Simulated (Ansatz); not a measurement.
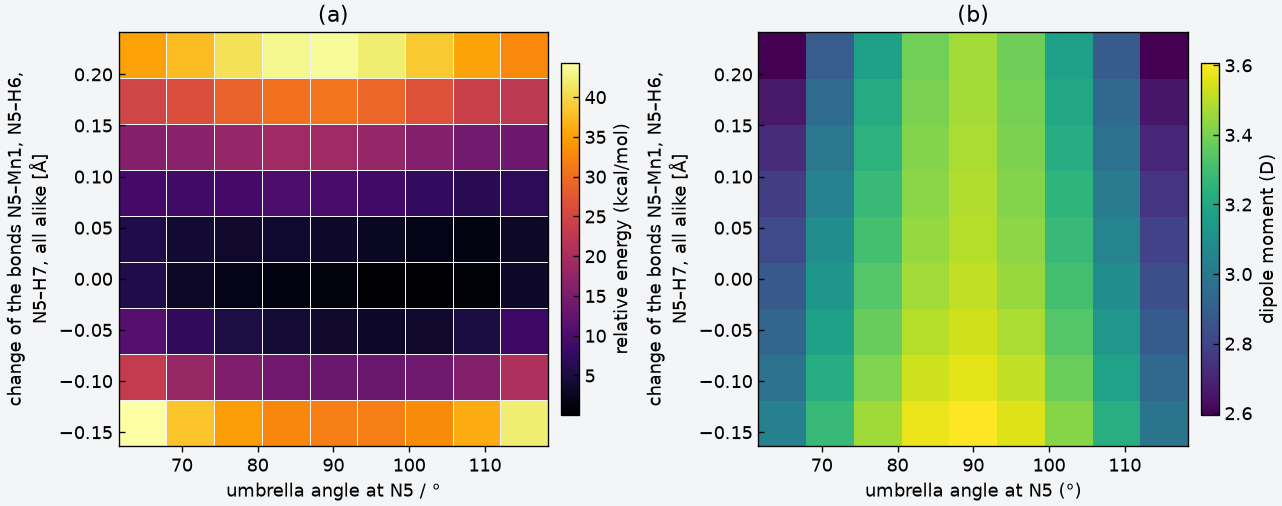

MnO3(NH2). 
- First axis: umbrella angle at N5 (between each of its bonds and their common axis; 90 is planar). Second axis: change of the bonds N5–Mn1, N5–H6, N5–H7, all alike.
- Nothing is relaxed (all other coordinates rigid).
- The scan uses a 9 × 9 grid.
- Points are written as (first, second).
- All energies are given in kcal/mol relative to the relaxed molecule at the same level.
- Computed with RKS PBE-D4/def2-SVP in Ansatz 0.2.0.

Panel (a) is the energy; panel (b) is the computed dipole moment, in D.

In the figure: one coloured cell a grid point.

> How does the dipole moment vary over the map, and what is it at the lowest grid point?

Leaving out the highest fifth of the energies, it runs from 2.65 D at (115.2°, 0.174 Å) to 3.61 D at (90.0°, −0.141 Å). At the lowest grid point, (102.6°, −0.006 Å), it is 3.30 D.
